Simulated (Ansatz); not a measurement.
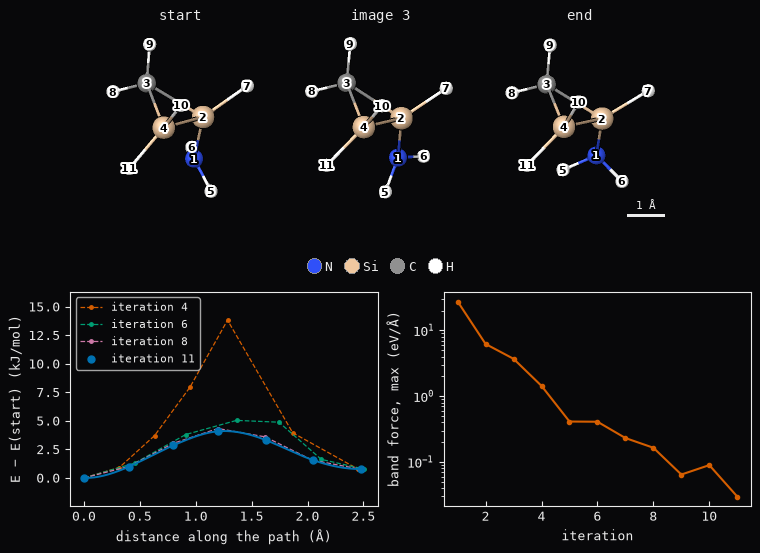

A nudged-elastic-band calculation for CH₇NSi₂. Images are numbered from 0 (start) to 6 (end). The plot follows the band through its iterations. The picture is a ball-and-stick view, seen from a free direction.

Method: RKS r2SCAN/def2-SVP in Ansatz. Set-up: 5 movable images; climbing image; force threshold 0.03 eV/Å; iteration limit 60; starting path through a guess of the saddle point.

### Did the band converge, and can the barrier be trusted?

The result is final at these settings. The band converged in 11 iterations. The largest component of the band force went from 27 to 0.03 eV/Å. The climbing image converged on the top of the path. Its vibrational analysis gives one imaginary mode (172i cm⁻¹), as a transition state must have. The first iteration put the highest image at 567.84 kJ/mol. The energy climbs by 4.08 kJ/mol to image 3 and then falls by 3.30 kJ/mol, so the end point sits at +0.78 kJ/mol.

Cost: 5.1 min on 2 threads of Arm Neoverse N1 (shared host), peak memory 0.16 GiB.
